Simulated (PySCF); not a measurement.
SMILES C(=S)=[OH+] (charge +1), B3LYP/def2-SVP optimised geometry. Atoms within 1.6 Å of the plane z = 1.2 Å (x, y, z in Å): O1 (-1.08, 0.40, 0.00), C2 (0.15, 0.29, 0.00), S3 (1.66, 0.29, 0.00), H4 (-1.66, -0.40, 0.00).

Method: B3LYP/def2-TZVP run with PySCF 2.14.0.

Map of the HOMO amplitude (bohr^(-3/2)) on the plane z = 1.2 Å; orbital energy -15.68 eV, overall sign arbitrary:

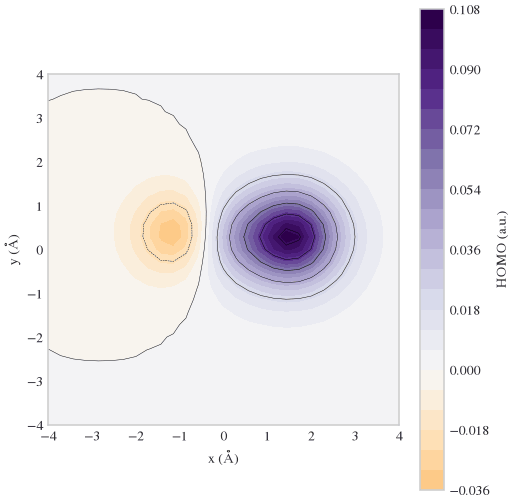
Figure. HOMO amplitude (bohr^(-3/2)) on the plane z = 1.2 Å.
